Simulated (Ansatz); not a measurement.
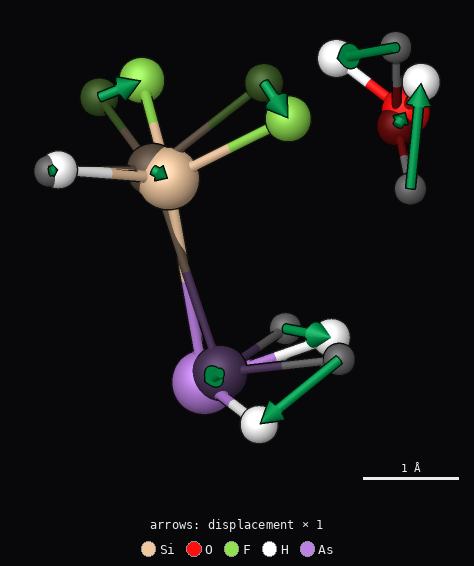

This is a relaxation of SiAsH5OF2. The starting structure is drawn faded, the final one solid; green arrows show the displacements, at their true length. The two geometries are superimposed by the best rigid fit.

A ball-and-stick model, seen at a tilt.

The run prepares an end point of a later path (reaction) calculation, from a guessed geometry.

Theory: RKS CAM-B3LYP-D4/def2-SVP (Ansatz).

Input
```yaml
crystal:
  periodic: [false, false, false]
  atoms:
    - { symbol: Si, position_ang: [-1.13891, 0.266423, -0.538568] }
    - { symbol: O, position_ang: [1.700357, 0.748758, 0.530217] }
    - { symbol: F, position_ang: [-0.50673, 1.186962, -1.697311] }
    - { symbol: F, position_ang: [-0.96364, 1.044099, 0.876631] }
    - { symbol: H, position_ang: [-2.600593, 0.210971, -0.766609] }
    - { symbol: H, position_ang: [1.2781, 0.010409, 0.990025] }
    - { symbol: As, position_ang: [-0.175818, -1.8395, -0.544183] }
    - { symbol: H, position_ang: [1.259942, 1.516595, 0.913884] }
    - { symbol: H, position_ang: [-0.072334, -1.857015, 0.974404] }
    - { symbol: H, position_ang: [1.219527, -1.287602, -0.73829] }
basis:
  gaussian: { orbitals: def2-SVP }
hamiltonian:
  xc: cam_b3lyp
  dispersion: d4
relax:
  f_tol: 0.03
  max_steps: 50
```

Run as
```bash
ansatz run input.yaml --threads 4 --pin off --max-ram 5120MiB --backend cpu --events-out ev --progress --plain --runs-dir out
```

Which element moves most?

Hydrogen: up to 1.14 Å, against 0.50 Å for fluorine.

What happened in the run?

The atom that moves furthest after the best rigid fit is H6 (1.14 Å). Largest moves by element: H 1.14 Å, F 0.50 Å, As 0.32 Å, Si 0.20 Å, O 0.19 Å. Some distances before and after: Si1–As7 2.316 → 2.335 Å, Si1–F3 1.609 → 1.624 Å, As7–H10 1.513 → 1.517 Å. Among the angles between lasting bonds that change: Si1–As7–H10 93.0° → 89.4°, F3–Si1–F4 108.1° → 105.1°, H5–Si1–As7 112.1° → 114.2°. Groups turn about Si1–As7 by about 30°. Over 15 accepted moves (18 points after the start) the energy falls by 5.45 kcal/mol. The largest force component goes from 0.59 to 0.019 eV/Å. The line search rejected the trial steps at points 6, 12, 14 of the run. Cost: 75 s on 4 threads of Arm Neoverse N1, on a shared host, peak memory 0.36 GiB.
